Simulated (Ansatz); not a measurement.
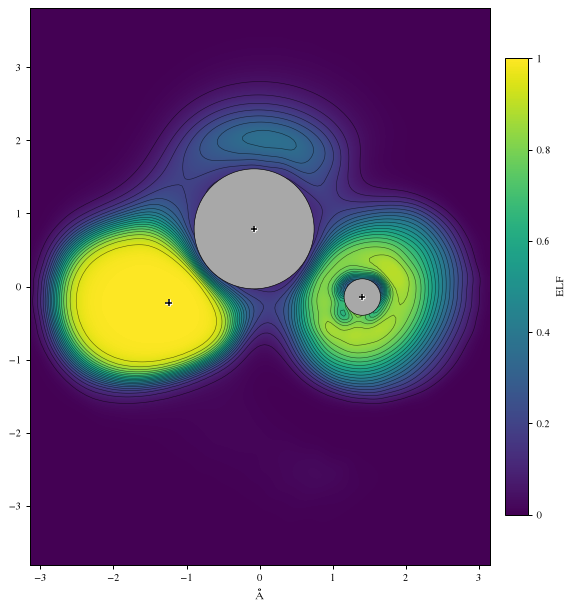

The electron localisation function on a plane through atoms (crosses mark nuclei in the plane; grey discs cover the cores).

These are results of RKS B3LYP-D4/def2-SVP (Ansatz), not measurements.

Candidates:
A. AlH3O3
B. FGeH3···PH3

Which candidate gave the map?

Candidate B: FGeH3···PH3 on the plane of atoms H2, Ge1 and F4, which holds Ge, H and F. Ge–F (1.75 Å): the ELF peaks at about 0.80 in the valence shell of F, 0.5 Å from its nucleus, and is about 0.20 at the midpoint. Ge–H (1.55 Å): the ELF climbs to about 1 towards the hydrogen.
